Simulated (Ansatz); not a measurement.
## Geometry relaxation, with input and output: Al₃₂O (part 2 of 2)

Continued. System: Al₃₂O (defect cell, 33 atoms in the cell). Method: DFT PBE, scalar-relativistic, plane waves, PAW, PAW set soft_1, no spin polarisation (Ansatz 0.2.0); cutoff 420 eV, 3×3×3 k-mesh, Gaussian smearing of 0.15 eV. It belongs to a series of runs on one base structure; here: end point B relaxed.

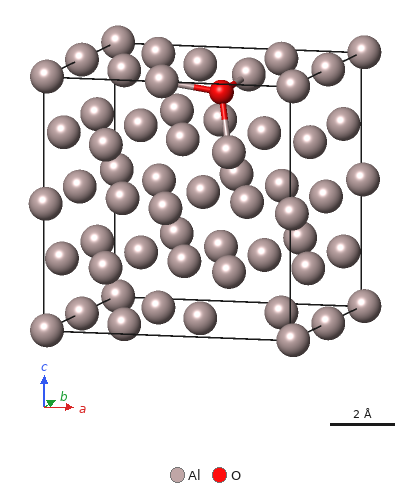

Figure 1. The geometry at step 7 of the log (ball-and-stick view of the cell of the calculation, seen slightly off an axis).

Output, continued
```
--- Forces (eV/Å), atoms counted from 1 ---
  atom   1  Al     0.00563553    -0.00272407     0.00229234
  atom   2  Al     0.00279097    -0.00491334     0.00242338
  atom   3  Al    -0.00033329    -0.00135560     0.00004478
  atom   4  Al     0.00071159    -0.00004743    -0.00177595
  atom   5  Al    -0.00701701     0.00279921     0.00319793
  atom   6  Al     0.00094216     0.00638393     0.00226308
  atom   7  Al    -0.00164681    -0.00435172    -0.00178782
  atom   8  Al     0.00184722    -0.00030744     0.00007308
  atom   9  Al    -0.00269517     0.00235125     0.00211337
  atom  10  Al     0.00107814    -0.00072425    -0.00157747
  atom  11  Al    -0.00099508    -0.00017091    -0.00810421
[...]
  atom  12  Al     0.00277356     0.00310816    -0.00730638
  atom  13  Al     0.00330500    -0.00344519     0.00384568
  atom  14  Al    -0.00105280    -0.00026705     0.00146698
  atom  15  Al     0.00007557    -0.00037223     0.00121529
  atom  16  Al     0.00463501     0.00010345     0.00455853
  atom  17  Al     0.00079400    -0.00047437     0.00011735
  atom  18  Al    -0.00005766    -0.00254220     0.00195398
  atom  19  Al    -0.00000314    -0.00034464     0.00134426
  atom  20  Al     0.00354796    -0.00357770     0.00288612
  atom  21  Al     0.00212707    -0.00349574     0.00279260
  atom  22  Al     0.00084699     0.00022346     0.00018108
  atom  23  Al    -0.00753639     0.00043214     0.00047649
  atom  24  Al    -0.00472733     0.00335639    -0.00439870
  atom  25  Al     0.00129617     0.00611380     0.00205098
  atom  26  Al    -0.00149534     0.00094900    -0.00215359
  atom  27  Al     0.00008562     0.00015020     0.00051175
  atom  28  Al    -0.00147410     0.00036127    -0.00108322
  atom  29  Al     0.00181129     0.00274673    -0.00253806
  atom  30  Al     0.00286965    -0.00291387     0.00143266
  atom  31  Al    -0.00325095    -0.00314604    -0.00277983
  atom  32  Al     0.00122805    -0.00176430    -0.00075326
  atom  33  O     -0.00615587     0.00789758    -0.00302442
  max |Σ_I F_I| component: 4.12e-5 eV/Å
--- Relaxed structure (14 steps of the walk, 14 accepted, 0 SCFs on fresh bases) ---
  F+E_penalty+E_count = -17769.03850671 eV   max|allowed force component| = 8.103e-3 eV/Å
  atoms:
    - { symbol: Al, position: [0.49316674007865036, -0.01392216495226206, 0.014037054605640706] }
    - { symbol: Al, position: [0.7639249094439354, 0.25692332775757964, 0.013960259506684907] }
    - { symbol: Al, position: [0.7545648858299873, -0.004481915229672824, 0.2566695454825812] }
    - { symbol: Al, position: [0.006640932139872087, -0.004537782830029649, 0.004650372780382645] }
    - { symbol: Al, position: [0.25104504981744474, 0.24712284832388584, 0.004478212093526985] }
    - { symbol: Al, position: [0.5028029445378036, 0.49902174557885365, 0.004522738190490373] }
    - { symbol: Al, position: [0.754663367443766, 0.7434884046767026, 0.004693986240982312] }
    - { symbol: Al, position: [0.25058824738025887, -0.003346604377743619, 0.2568249782142035] }
    - { symbol: Al, position: [0.5029506091619561, 0.24706359615700796, 0.25668754566553226] }
    - { symbol: Al, position: [0.7533456067273379, 0.49942269144542945, 0.25684414419576773] }
    - { symbol: Al, position: [0.5028197852228411, -0.004542243006901293, 0.5010952098430683] }
    - { symbol: Al, position: [0.7544886164740731, 0.24712734872286787, 0.5010665073625721] }
    - { symbol: Al, position: [0.7640552086357282, -0.01397376418024994, 0.7432477877880612] }
    - { symbol: Al, position: [0.00679858952617431, 0.4994013300194851, 0.0033595230555835275] }
    - { symbol: Al, position: [0.25065290376369886, 0.7432911620298946, 0.0033937146122421527] }
    - { symbol: Al, position: [0.006512558106035772, 0.24615785605699386, 0.2565306039554754] }
    - { symbol: Al, position: [0.25237309562036675, 0.4976226234999112, 0.25491445773760135] }
    - { symbol: Al, position: [0.5038896700797373, 0.7434478682929834, 0.25663758329651004] }
    - { symbol: Al, position: [0.006782785331353503, -0.003357933860389403, 0.5006264310463109] }
    - { symbol: Al, position: [0.250559206749231, 0.24625699144262603, 0.5005843376022339] }
    - { symbol: Al, position: [0.5038128378590062, 0.4994486117644045, 0.5006189742685774] }
    - { symbol: Al, position: [0.7533912979985518, 0.743288679974486, 0.5006660355220511] }
    - { symbol: Al, position: [0.25107589590609436, -0.004571574718244216, 0.7527846773340084] }
    - { symbol: Al, position: [0.493557431413622, 0.25650178799354967, 0.7435245683515773] }
    - { symbol: Al, position: [0.754559904461024, 0.49902073685446574, 0.752766006941311] }
    - { symbol: Al, position: [0.005083749294951705, 0.7449716321083274, 0.25513529232187154] }
    - { symbol: Al, position: [0.004940365781335214, 0.49759268757645386, 0.5024026443343729] }
    - { symbol: Al, position: [0.25247042457886487, 0.7450226090029182, 0.5024670909243456] }
    - { symbol: Al, position: [0.0066928091286781585, 0.24701549569061862, 0.7529874344959812] }
    - { symbol: Al, position: [0.2506302266963524, 0.49941201419315023, 0.7538531341016916] }
    - { symbol: Al, position: [0.5030662556224217, 0.7433665089130094, 0.7530559995248217] }
    - { symbol: Al, position: [0.006670205370580095, 0.7433981722930747, 0.753928518553624] }
    - { symbol: O, position: [-0.37104736618173395, 1.1210561927868146, -0.12107859994968385] }
```

Trajectory as extended XYZ (Å, eV, eV/Å), 7 of the 14 frames kept, from step=1 to step=14
```
33
Lattice="8.1000 0.0000 0.0000 0.0000 8.1000 0.0000 0.0000 0.0000 8.1000" Properties=species:S:1:pos:R:3:forces:R:3 step=1 energy=-17767.27043
Al    4.0500    0.0000    0.0000   -1.1162  -0.0260   0.0145
Al    6.0750    2.0250    0.0000    0.0175   1.1374   0.0146
Al    6.0750    0.0000    2.0250    0.0167  -0.0251   1.0615
Al    0.0000    0.0000    0.0000    1.0581  -0.0251   0.0140
Al    2.0250    2.0250    0.0000    0.0044   0.1400  -0.0001
Al    4.0500    4.0500    0.0000   -0.1388  -0.0063  -0.0001
Al    6.0750    6.0750    0.0000    0.0166  -1.0492   0.0139
Al    2.0250    0.0000    2.0250    0.0036   0.0001   0.1348
Al    4.0500    2.0250    2.0250    0.0200  -0.0215  -0.0142
Al    6.0750    4.0500    2.0250    0.0000  -0.0054   0.1347
Al    4.0500    0.0000    4.0500   -0.1390   0.0002   0.0035
Al    6.0750    2.0250    4.0500   -0.0001   0.1400   0.0037
Al    6.0750    0.0000    6.0750    0.0172  -0.0259  -1.1099
Al    0.0000    4.0500    0.0000    0.1344  -0.0054   0.0000
Al    2.0250    6.0750    0.0000    0.0034  -0.1333   0.0000
Al    0.0000    2.0250    2.0250   -0.0273  -0.0344  -0.0278
Al    2.0250    4.0500    2.0250    0.0006  -0.0009   0.0260
Al    4.0500    6.0750    2.0250    0.0390   0.0321  -0.0340
Al    0.0000    0.0000    4.0500    0.1345   0.0000   0.0030
Al    2.0250    2.0250    4.0500    0.0005   0.0162   0.0004
Al    4.0500    4.0500    4.0500   -0.0182  -0.0008   0.0004
Al    6.0750    6.0750    4.0500    0.0000  -0.1333   0.0028
Al    2.0250    0.0000    6.0750    0.0042   0.0002  -0.1386
Al    4.0500    2.0250    6.0750    0.0078  -0.0095   0.0073
Al    6.0750    4.0500    6.0750   -0.0001  -0.0063  -0.1385
Al    0.0000    6.0750    2.0250   -0.0449   0.0436  -0.0453
Al    0.0000    4.0500    4.0500    0.0267  -0.0009   0.0005
Al    2.0250    6.0750    4.0500    0.0006  -0.0289   0.0005
Al    0.0000    2.0250    6.0750   -0.0160  -0.0237   0.0217
Al    2.0250    4.0500    6.0750    0.0005  -0.0008  -0.0189
Al    4.0500    6.0750    6.0750    0.0288   0.0213   0.0284
Al    0.0000    6.0750    6.0750   -0.0355   0.0341   0.0404
O    -2.0450    8.1300   -0.0167    0.0011  -0.0029   0.0008
33
Lattice="8.1000 0.0000 0.0000 0.0000 8.1000 0.0000 0.0000 0.0000 8.1000" Properties=species:S:1:pos:R:3:forces:R:3 step=3 energy=-17767.60330
Al    3.9516    0.0002   -0.0001    0.0121  -0.0164   0.0091
Al    6.0748    2.1260   -0.0002    0.0111  -0.0202   0.0092
Al    6.0751   -0.0002    2.1184    0.0105  -0.0157   0.0302
Al    0.0933   -0.0002    0.0001    0.0349  -0.0157   0.0087
Al    2.0269    2.0581    0.0014    0.0001   0.0225  -0.0006
Al    4.0164    4.0472    0.0014   -0.0225  -0.0001  -0.0006
Al    6.0752    5.9817    0.0002    0.0103  -0.0495   0.0086
Al    2.0267   -0.0025    2.0590   -0.0001   0.0010   0.0200
Al    4.0488    2.0252    2.0305   -0.0092   0.0082   0.0129
Al    6.0767    4.0475    2.0593   -0.0007   0.0002   0.0203
Al    4.0167   -0.0025    4.0515   -0.0221   0.0011   0.0001
Al    6.0767    2.0580    4.0516   -0.0007   0.0224   0.0001
Al    6.0749    0.0002    5.9773    0.0109  -0.0163   0.0090
Al    0.0343    4.0475    0.0014    0.0201   0.0002  -0.0006
Al    2.0266    6.0409    0.0014   -0.0002  -0.0189  -0.0005
Al    0.0013    2.0213    2.0259    0.0067   0.0023   0.0064
Al    2.0243    4.0510    2.0425    0.0013  -0.0019  -0.0194
Al    4.0546    6.0747    2.0239   -0.0006  -0.0048   0.0037
Al    0.0340   -0.0025    4.0514    0.0196   0.0010  -0.0001
Al    2.0240    2.0388    4.0492    0.0014  -0.0218   0.0012
Al    4.0354    4.0514    4.0492    0.0213  -0.0020   0.0011
Al    6.0767    6.0410    4.0513   -0.0006  -0.0188  -0.0002
Al    2.0268   -0.0025    6.0416    0.0001   0.0011  -0.0220
Al    4.0448    2.0290    6.0694   -0.0153   0.0142  -0.0156
Al    6.0767    4.0473    6.0413   -0.0007  -0.0001  -0.0224
Al   -0.0043    6.0784    2.0204   -0.0006  -0.0001  -0.0009
Al    0.0178    4.0509    4.0495   -0.0192  -0.0019   0.0011
Al    2.0244    6.0564    4.0495    0.0013   0.0187   0.0011
Al    0.0051    2.0245    6.0742    0.0120   0.0071  -0.0084
Al    2.0241    4.0513    6.0602    0.0014  -0.0020   0.0211
Al    4.0516    6.0710    6.0763   -0.0051  -0.0096  -0.0054
Al   -0.0014    6.0753    6.0799    0.0031  -0.0039  -0.0001
O    -2.0554    8.1457   -0.0254   -0.0804   0.1199  -0.0672
33
Lattice="8.1000 0.0000 0.0000 0.0000 8.1000 0.0000 0.0000 0.0000 8.1000" Properties=species:S:1:pos:R:3:forces:R:3 step=5 energy=-17767.68046
Al    3.9264   -0.0096    0.0055    0.2136  -0.0177   0.0127
Al    6.0810    2.1744    0.0051    0.0156  -0.1944   0.0137
Al    6.0840   -0.0131    2.1214    0.0193  -0.0277   0.0068
Al    0.0997   -0.0134    0.0078    0.0378  -0.0293   0.0170
Al    2.0329    2.0656    0.0062    0.0234  -0.1044   0.0017
Al    4.0008    4.0390    0.0061    0.0984  -0.0258   0.0015
Al    6.0849    5.9601    0.0083    0.0228  -0.1226   0.0191
Al    2.0305   -0.0113    2.0763    0.0087  -0.0072  -0.0973
Al    4.0410    2.0286    2.0586    0.0228  -0.0248  -0.0080
Al    6.0825    4.0416    2.0812    0.0036  -0.0086  -0.0937
Al    4.0067   -0.0109    4.0562    0.1011  -0.0049   0.0178
Al    6.0824    2.0644    4.0566    0.0023  -0.1049   0.0203
Al    6.0817   -0.0099    5.9585    0.0144  -0.0177   0.2118
Al    0.0563    4.0418    0.0063   -0.0933  -0.0069   0.0030
Al    2.0297    6.0243    0.0065    0.0039   0.0960   0.0036
Al    0.0122    2.0119    2.0352   -0.0288  -0.0307  -0.0295
Al    2.0275    4.0464    2.0396   -0.0047   0.0065   0.0988
Al    4.0649    6.0652    2.0274    0.0270   0.0291  -0.0309
Al    0.0501   -0.0114    4.0544   -0.0979  -0.0075   0.0070
Al    2.0234    2.0186    4.0487   -0.0144   0.0887  -0.0124
Al    4.0517    4.0511    4.0495   -0.0890   0.0188  -0.0124
Al    6.0828    6.0256    4.0539    0.0046   0.0969   0.0039
Al    2.0323   -0.0109    6.0294    0.0195  -0.0049   0.0999
Al    4.0188    2.0493    6.0414   -0.0068   0.0027  -0.0084
Al    6.0823    4.0392    6.0247    0.0021  -0.0243   0.0975
Al   -0.0051    6.0753    2.0184   -0.0196   0.0214  -0.0187
Al    0.0159    4.0461    4.0523    0.0999   0.0052  -0.0030
Al    2.0285    6.0553    4.0529   -0.0010  -0.1029  -0.0007
Al    0.0314    2.0253    6.0678   -0.0113  -0.0275   0.0254
Al    2.0247    4.0507    6.0752   -0.0141   0.0184  -0.0895
Al    4.0539    6.0492    6.0773    0.0311   0.0183   0.0309
Al    0.0021    6.0675    6.0902   -0.0302   0.0293   0.0251
O    -2.1630    8.3042   -0.1157   -0.3606   0.4631  -0.3125
33
Lattice="8.1000 0.0000 0.0000 0.0000 8.1000 0.0000 0.0000 0.0000 8.1000" Properties=species:S:1:pos:R:3:forces:R:3 step=7 energy=-17767.97021
Al    3.8907   -0.0232    0.0162    0.3346  -0.0154   0.0442
Al    6.0914    2.2549    0.0146    0.0688  -0.1864   0.0699
Al    6.1036   -0.0388    2.1219    0.0412  -0.0372   0.0470
Al    0.1169   -0.0411    0.0259    0.0527  -0.0346   0.0374
Al    2.0486    2.0635    0.0143    0.0360  -0.2462  -0.0025
Al    3.9842    4.0245    0.0136    0.2298  -0.0318  -0.0058
Al    6.1084    5.9079    0.0286    0.0280  -0.0154   0.0277
Al    2.0385   -0.0244    2.0980    0.0009  -0.0056  -0.2072
Al    4.0376    2.0287    2.1063    0.0923  -0.0832  -0.0539
Al    6.0923    4.0345    2.1152   -0.0027   0.0004  -0.1948
Al    4.0069   -0.0225    4.0712    0.2379  -0.0021   0.0408
Al    6.0916    2.0579    4.0718   -0.0009  -0.2483   0.0377
Al    6.0937   -0.0236    5.9411    0.0311  -0.0047   0.3782
Al    0.0896    4.0358    0.0152   -0.1919   0.0040  -0.0033
Al    2.0342    6.0063    0.0161   -0.0108   0.1963  -0.0002
Al    0.0213    1.9955    2.0422   -0.0963  -0.0620  -0.0932
Al    2.0366    4.0341    2.0406   -0.0161   0.0168   0.2016
Al    4.0787    6.0563    2.0306    0.0462   0.0743  -0.0626
Al    0.0664   -0.0247    4.0612   -0.2102  -0.0074  -0.0024
Al    2.0144    1.9966    4.0407   -0.0546   0.1960  -0.0496
Al    4.0699    4.0606    4.0423   -0.1928   0.0635  -0.0490
Al    6.0935    6.0123    4.0584    0.0022   0.2023  -0.0102
Al    2.0476   -0.0223    6.0230    0.0409  -0.0004   0.2314
Al    3.9631    2.0989    5.9830    0.0231  -0.0167   0.0214
Al    6.0906    4.0248    6.0059   -0.0059  -0.0336   0.2253
Al    0.0110    6.0576    2.0340    0.0117  -0.0052   0.0145
Al    0.0171    4.0322    4.0615    0.2001   0.0126  -0.0123
Al    2.0417    6.0530    4.0646   -0.0053  -0.1957  -0.0056
Al    0.0749    2.0209    6.0678   -0.0570  -0.0797   0.0897
Al    2.0173    4.0593    6.0917   -0.0534   0.0630  -0.1919
Al    4.0645    6.0155    6.0869    0.0695   0.0539   0.0703
Al    0.0065    6.0593    6.1018   -0.0557   0.0642   0.0396
O    -2.3883    8.5597   -0.3230   -0.5930   0.3641  -0.6320
33
Lattice="8.1000 0.0000 0.0000 0.0000 8.1000 0.0000 0.0000 0.0000 8.1000" Properties=species:S:1:pos:R:3:forces:R:3 step=10 energy=-17768.50122
Al    3.8814   -0.0576    0.0549    0.2498  -0.0871   0.1139
Al    6.1253    2.2379    0.0483    0.0982  -0.3144   0.1117
Al    6.1317   -0.0594    2.1449   -0.0152   0.0199  -0.1179
Al    0.1301   -0.0608    0.0544   -0.1324   0.0217  -0.0104
Al    2.0659    2.0299    0.0226   -0.0394  -0.0613   0.0066
Al    4.0225    4.0143    0.0198    0.0946   0.0408   0.0092
Al    6.1329    5.9394    0.0546   -0.0108   0.1121  -0.0050
Al    2.0387   -0.0254    2.0982   -0.0251   0.0184  -0.0165
Al    4.0698    2.0023    2.1228    0.0576  -0.0486  -0.0405
Al    6.0939    4.0386    2.1109   -0.0123   0.0241  -0.0531
Al    4.0449   -0.0272    4.0933    0.0691  -0.0034  -0.0338
Al    6.0998    2.0227    4.0927    0.0055  -0.0560  -0.0360
Al    6.1329   -0.0578    5.9326    0.1177  -0.1060   0.1910
Al    0.0849    4.0406    0.0176   -0.0568   0.0180  -0.0125
Al    2.0323    6.0056    0.0203   -0.0051   0.0284  -0.0158
Al    0.0043    1.9798    2.0272   -0.0046  -0.0065  -0.0030
Al    2.0455    4.0229    2.0559   -0.0152   0.0200   0.0285
Al    4.0899    6.0656    2.0296    0.0078  -0.0015   0.0052
Al    0.0648   -0.0266    4.0626   -0.0086   0.0197  -0.0188
Al    1.9982    2.0083    4.0250   -0.0408   0.0348  -0.0380
Al    4.0607    4.0764    4.0272   -0.0377   0.0369  -0.0279
Al    6.0978    6.0133    4.0584   -0.0168   0.0171  -0.0050
Al    2.0668   -0.0259    6.0588   -0.0371  -0.0044   0.0776
Al    3.9373    2.1316    5.9584    0.1789  -0.1619   0.1891
Al    6.0956    4.0140    6.0437    0.0091   0.0405   0.0979
Al    0.0485    6.0243    2.0731    0.0272  -0.0281   0.0268
Al    0.0308    4.0204    4.0701    0.0276   0.0223  -0.0159
Al    2.0522    6.0422    4.0742   -0.0204  -0.0248  -0.0189
Al    0.0914    1.9972    6.0985   -0.0262  -0.0356   0.0491
Al    2.0020    4.0747    6.0829   -0.0254   0.0317  -0.0380
Al    4.0833    5.9948    6.1067    0.0227   0.0041   0.0271
Al    0.0076    6.0644    6.1111    0.0069  -0.0046   0.0090
O    -2.7088    8.8096   -0.6682   -0.4429   0.4336  -0.4355
33
Lattice="8.1000 0.0000 0.0000 0.0000 8.1000 0.0000 0.0000 0.0000 8.1000" Properties=species:S:1:pos:R:3:forces:R:3 step=12 energy=-17768.96027
Al    3.9400   -0.0959    0.1039    0.2345  -0.0012  -0.0143
Al    6.1689    2.1497    0.0952   -0.0015  -0.2468  -0.0005
Al    6.1252   -0.0483    2.1023   -0.0441   0.0320  -0.0884
Al    0.0796   -0.0485    0.0498   -0.0843   0.0282  -0.0397
Al    2.0548    2.0061    0.0310   -0.0693   0.0253   0.0261
Al    4.0587    4.0236    0.0292    0.0052   0.0643   0.0305
Al    6.1246    5.9986    0.0491   -0.0293   0.0576  -0.0292
Al    2.0296   -0.0233    2.0890   -0.0207   0.0076   0.0347
Al    4.0833    1.9923    2.1028   -0.0024   0.0027  -0.0221
Al    6.0944    4.0471    2.0939    0.0009   0.0159   0.0045
Al    4.0701   -0.0331    4.0827   -0.0219  -0.0210  -0.0724
Al    6.1072    2.0019    4.0815    0.0235   0.0338  -0.0709
Al    6.1806   -0.0984    5.9777   -0.0068  -0.0106   0.2005
Al    0.0674    4.0480    0.0186    0.0011   0.0113   0.0020
Al    2.0275    6.0153    0.0206   -0.0063  -0.0224  -0.0018
Al    0.0186    1.9838    2.0430    0.0862   0.0396   0.0869
Al    2.0456    4.0250    2.0654   -0.0042   0.0080  -0.0459
Al    4.0868    6.0500    2.0490   -0.0273  -0.0710   0.0726
Al    0.0588   -0.0243    4.0546    0.0447   0.0096  -0.0161
Al    2.0127    2.0073    4.0388    0.0196  -0.0388   0.0174
Al    4.0646    4.0613    4.0414    0.0387  -0.0244   0.0171
Al    6.0973    6.0193    4.0534   -0.0049  -0.0359  -0.0064
Al    2.0565   -0.0322    6.0889   -0.0722  -0.0233  -0.0092
Al    3.9920    2.0820    6.0155    0.2322  -0.2322   0.2355
Al    6.1045    4.0230    6.0818    0.0301   0.0654   0.0094
Al    0.0525    6.0217    2.0776   -0.0100   0.0087  -0.0118
Al    0.0402    4.0234    4.0701   -0.0443   0.0109  -0.0050
Al    2.0499    6.0339    4.0728   -0.0117   0.0416  -0.0098
Al    0.0753    1.9907    6.1096   -0.0173   0.0068  -0.0044
Al    2.0167    4.0599    6.0882    0.0197  -0.0249   0.0387
Al    4.0859    6.0032    6.1105   -0.0045   0.0192  -0.0025
Al    0.0269    6.0476    6.1093    0.0686  -0.0675  -0.0227
O    -2.9416    9.0195   -0.9138   -0.3222   0.3315  -0.3029
33
Lattice="8.1000 0.0000 0.0000 0.0000 8.1000 0.0000 0.0000 0.0000 8.1000" Properties=species:S:1:pos:R:3:forces:R:3 step=14 energy=-17769.03851
Al    3.9947   -0.1128    0.1137    0.0056  -0.0027   0.0023
Al    6.1878    2.0811    0.1131    0.0028  -0.0049   0.0024
Al    6.1120   -0.0363    2.0790   -0.0003  -0.0014   0.0000
Al    0.0538   -0.0368    0.0377    0.0007   0.0000  -0.0018
Al    2.0335    2.0017    0.0363   -0.0070   0.0028   0.0032
Al    4.0727    4.0421    0.0366    0.0009   0.0064   0.0023
Al    6.1128    6.0223    0.0380   -0.0016  -0.0044  -0.0018
Al    2.0298   -0.0271    2.0803    0.0018  -0.0003   0.0001
Al    4.0739    2.0012    2.0792   -0.0027   0.0024   0.0021
Al    6.1021    4.0453    2.0804    0.0011  -0.0007  -0.0016
Al    4.0728   -0.0368    4.0589   -0.0010  -0.0002  -0.0081
Al    6.1114    2.0017    4.0586    0.0028   0.0031  -0.0073
Al    6.1888   -0.1132    6.0203    0.0033  -0.0034   0.0038
Al    0.0551    4.0452    0.0272   -0.0011  -0.0003   0.0015
Al    2.0303    6.0207    0.0275    0.0001  -0.0004   0.0012
Al    0.0528    1.9939    2.0779    0.0046   0.0001   0.0046
Al    2.0442    4.0307    2.0648    0.0008  -0.0005   0.0001
Al    4.0815    6.0219    2.0788   -0.0001  -0.0025   0.0020
Al    0.0549   -0.0272    4.0551    0.0000  -0.0003   0.0013
Al    2.0295    1.9947    4.0547    0.0035  -0.0036   0.0029
Al    4.0809    4.0455    4.0550    0.0021  -0.0035   0.0028
Al    6.1025    6.0206    4.0554    0.0008   0.0002   0.0002
Al    2.0337   -0.0370    6.0976   -0.0075   0.0004   0.0005
Al    3.9978    2.0777    6.0225   -0.0047   0.0034  -0.0044
Al    6.1119    4.0421    6.0974    0.0013   0.0061   0.0021
Al    0.0412    6.0343    2.0666   -0.0015   0.0009  -0.0022
Al    0.0400    4.0305    4.0695    0.0001   0.0001   0.0005
Al    2.0450    6.0347    4.0700   -0.0015   0.0004  -0.0011
Al    0.0542    2.0008    6.0992    0.0018   0.0027  -0.0025
Al    2.0301    4.0452    6.1062    0.0029  -0.0029   0.0014
Al    4.0748    6.0213    6.0998   -0.0033  -0.0031  -0.0028
Al    0.0540    6.0215    6.1068    0.0012  -0.0018  -0.0008
O    -3.0055    9.0806   -0.9807   -0.0062   0.0079  -0.0030
```

Results in brief

```tsv
quantity	value
outcome	converged
electrons treated	102
free energy	−17769.0385 eV
Fermi energy	7.971 eV
final volume	531.44 Å³
largest force (length of the vector) at the end	0.010 eV/Å
wall time	52 s (CPU time 3.4 min)
peak memory	1.5 GiB
```
